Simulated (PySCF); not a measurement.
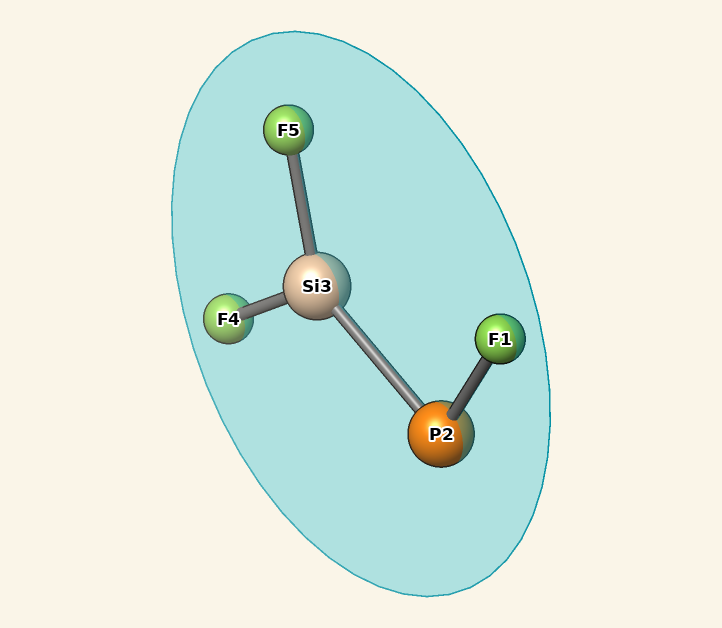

A disc through the centre of mass is drawn in. Atoms fade into the background with distance from the viewer. The computed structure is the end point of a PBE0-D3(BJ)/def2-SVP optimisation. No frequency run is at hand to confirm it as a minimum.

Is the plane of the disc a mirror plane of the structure?

Yes. The reflection leaves F1, P2, Si3, F4, F5 in place. The point group is Cs.
